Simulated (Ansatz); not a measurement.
**wB97M-V/STO-3G run of CHFO (formyl fluoride)**

Aim: the electronic atomisation energy of CHFO (formyl fluoride) at wB97M-V/STO-3G, from 5 runs. 

Program for the calculation: Ansatz 0.2.0.

73 further runs of the same task are left out: 73 set aside as unsound or not needed.

### Step 1. The system as given

CHFO has 4 atoms, charge 0, and is taken as a singlet. SMILES: `O=CF`. The shape is that of a GFN2-xTB optimisation.

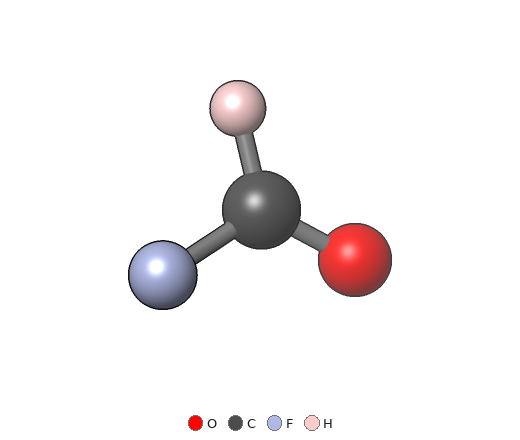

Viewed from a chosen angle; oxygen red, carbon dark grey, fluorine light blue, hydrogen pink.

### Step 2. The energy at wB97M-V/STO-3G

Input file run.yaml:

```yaml
crystal:
  periodic: [false, false, false]
  atoms:
    - symbol: O
      position_ang: [-0.889680, 0.196020, 0.829980]
    - symbol: C
      position_ang: [-0.049740, 0.073340, 0.022930]
    - symbol: F
      position_ang: [0.584370, -1.090860, -0.181350]
    - symbol: H
      position_ang: [0.355050, 0.821510, -0.671560]
basis:
  gaussian:
    orbitals: STO-3G
hamiltonian:
  xc: {name: wB97M-V}
accuracy: high
```

On the command line:

```console
$ ansatz run run.yaml --threads 1 --pin off --max-ram 2610MiB --events-out events.jsonl --progress --plain --runs-dir runs
```

Output:

```text
Warning: RAYON_NUM_THREADS=1 ignored (pool sized by the plan → 1); use --threads N
Functional definition: wB97M-V
  name "wB97M-V"
  parameter omega = 0.3/bohr
  parameter cx = 0.15
  parameter cx01 = 1.007
  parameter cx10 = 0.259
  parameter css00 = 0.443
  parameter css04 = -1.437
  parameter css10 = -4.535
  parameter css20 = -3.390
  parameter css43 = 4.278
  parameter cos00 = 1.000
  parameter cos10 = 1.358
  parameter cos20 = 2.924
  parameter cos21 = -8.812
  parameter cos60 = -1.390
  parameter cos61 = 9.142
  parameter b = 6.0
  parameter c = 0.01
  gx(w, u) = 1 - cx + cx01*u + cx10*w
  gss(w, u) = css00 + css04*u^4 + css10*w + css20*w^2 + css43*w^4*u^3
  gos(w, u) = cos00 + cos10*w + (cos20 + cos21*u)*w^2 + (cos60 + cos61*u)*w^6
  exchange = spin_sum(e_x_unif_sr(omega)*gx(b97_w, b97_u_x)) + cx*exact_x_sr(omega) + exact_x_lr(omega)
  correlation = spin_sum(e_c_pw_mod_same_spin*gss(b97_w, b97_u_same))
      + integral(e_c_pw_mod_opposite_spin*gos(b97_w_opposite, b97_u_opposite)) + vv10(b, c)
273 factors; integrals over basis functions are off by at most 3.4e-8 eV
119 factors; integrals over basis functions are off by at most 5.8e-10 eV
mean field evaluation 1: about -5731.5014 eV, gradient 3.6e1 eV
mean field evaluation 2: about -5731.3420 eV, gradient 4.3e1 eV
mean field evaluation 4: about -5735.4977 eV, gradient 1.5e0 eV
mean field evaluation 8: about -5735.4811 eV, gradient 1.1e-2 eV
mean field evaluation 16: about -5735.4811 eV, gradient 2.3e-7 eV
mean field -5735.48110675 eV, -210.7750430244 hartree, gradient 4.0e-8 eV, S^2 0.000000; 0 other end points of the search recorded, 0 dependent functions left out
reference -5735.48110811 eV, -210.7750430744 hartree; 12, 12 occupied and 4, 4 virtual orbitals, 273 factors
Total energy: -5735.48110811 eV, -210.7750430744 hartree
```

Run time: 13 s. Hardware: 1 thread of Arm Neoverse V1, shared host; peak memory 0.22 GiB.

### Step 3. The C atom, same level

Input file molecule.yaml:

```yaml
crystal:
  periodic: [false, false, false]
  atoms:
    - {symbol: C, position_ang: [0.000000, 0.000000, 0.000000]}
basis:
  gaussian:
    orbitals: STO-3G
magnetization:
  spin_polarized: true
  initial_magnetization: 2
hamiltonian:
  xc: {name: wB97M-V}
accuracy: high
```

On the command line:

```console
$ ansatz run molecule.yaml --threads 1 --pin off --max-ram 2610MiB --events-out events.jsonl --progress --plain --runs-dir runs
```

Output (excerpt; [...] marks lines left out):

```text
Warning: RAYON_NUM_THREADS=1 ignored (pool sized by the plan → 1); use --threads N
[... 2 set-up lines as earlier in the session ...]
[...]
  gx(w, u) = 1 - cx + cx01*u + cx10*w
  gss(w, u) = css00 + css04*u^4 + css10*w + css20*w^2 + css43*w^4*u^3
  gos(w, u) = cos00 + cos10*w + (cos20 + cos21*u)*w^2 + (cos60 + cos61*u)*w^6
[...]
      + integral(e_c_pw_mod_opposite_spin*gos(b97_w_opposite, b97_u_opposite)) + vv10(b, c)
15 factors; integrals over basis functions are off by at most 9.8e-10 eV
15 factors; integrals over basis functions are off by at most 5.5e-10 eV
[...]
mean field -1016.30781270 eV, -37.3486232384 hartree, gradient 0.0e0 eV, S^2 2.000000; 0 other end points of the search recorded, 0 dependent functions left out
reference -1016.30781374 eV, -37.3486232768 hartree; 4, 2 occupied and 1, 3 virtual orbitals, 15 factors
Total energy: -1016.30781374 eV, -37.3486232768 hartree
```

Run time: 1.1 s. Hardware: 1 thread of Arm Neoverse V1, shared host; peak memory 0.14 GiB.

### Step 4. The F atom, same level

Input file molecule.yaml:

```yaml
crystal:
  periodic: [false, false, false]
  atoms:
    - {symbol: F, position_ang: [0.000000, 0.000000, 0.000000]}
basis:
  gaussian:
    orbitals: STO-3G
magnetization:
  spin_polarized: true
  initial_magnetization: 1
hamiltonian:
  xc: {name: wB97M-V}
accuracy: high
```

Run the same way, it converges to -98.28239 Eh (log not shown).

### Step 5. The H atom at the same level

Input file job.yaml:

```yaml
crystal:
  periodic: [false, false, false]
  atoms:
    - {symbol: H, position_ang: [0.000000, 0.000000, 0.000000]}
basis:
  gaussian:
    orbitals: STO-3G
accuracy: high
magnetization:
  spin_polarized: true
  initial_magnetization: 1
hamiltonian:
  xc: {name: wB97M-V}
```

Run the same way, it converges to -0.45654 Eh (log not shown).

### Step 6. The O atom, same level

Input file in.yaml:

```yaml
crystal:
  periodic: [false, false, false]
  atoms:
    - {symbol: O, position_ang: [0.000000, 0.000000, 0.000000]}
basis:
  gaussian: {orbitals: STO-3G}
magnetization: {spin_polarized: true, initial_magnetization: 2}
hamiltonian: {xc: {name: wB97M-V}}
accuracy: high
```

On the command line:

```console
$ ansatz run in.yaml --threads 1 --pin off --max-ram 2610MiB --events-out events.jsonl --progress --plain --runs-dir runs
```

Output (excerpt; [...] marks lines left out):

```text
Warning: RAYON_NUM_THREADS=1 ignored (pool sized by the plan → 1); use --threads N
[... 2 set-up lines as earlier in the session ...]
[...]
  gx(w, u) = 1 - cx + cx01*u + cx10*w
  gss(w, u) = css00 + css04*u^4 + css10*w + css20*w^2 + css43*w^4*u^3
  gos(w, u) = cos00 + cos10*w + (cos20 + cos21*u)*w^2 + (cos60 + cos61*u)*w^6
[...]
      + integral(e_c_pw_mod_opposite_spin*gos(b97_w_opposite, b97_u_opposite)) + vv10(b, c)
15 factors; integrals over basis functions are off by at most 1.1e-9 eV
15 factors; integrals over basis functions are off by at most 3.1e-10 eV
[...]
mean field -2014.77087902 eV, -74.0414641433 hartree, gradient 0.0e0 eV, S^2 2.000000; 0 other end points of the search recorded, 0 dependent functions left out
reference -2014.77087952 eV, -74.0414641616 hartree; 5, 3 occupied and 0, 2 virtual orbitals, 15 factors
Total energy: -2014.77087952 eV, -74.0414641616 hartree
```

It took 1.2 s on 1 thread of Arm Neoverse V1, shared host; peak memory 0.15 GiB.

### Step 7. Summary of results

At wB97M-V/STO-3G:

| quantity | value |
| --- | --- |
| molecule: total energy | -210.77504 Eh |
| C atom: total energy | -37.34862 Eh |
| C atom: ⟨S²⟩ | 2.000 |
| F atom: total energy | -98.28239 Eh |
| F atom: ⟨S²⟩ | 0.750 |
| H atom: total energy | -0.45654 Eh |
| H atom: ⟨S²⟩ | 0.750 |
| O atom: total energy | -74.04146 Eh |
| O atom: ⟨S²⟩ | 2.000 |
| electronic atomisation energy | 17.579 eV |

In words: Taking the molecule apart into free atoms costs 17.58 eV (1696 kJ/mol), before zero-point energy and without spin-orbit coupling. In a minimal basis such a difference can be off by several eV, whatever the method.
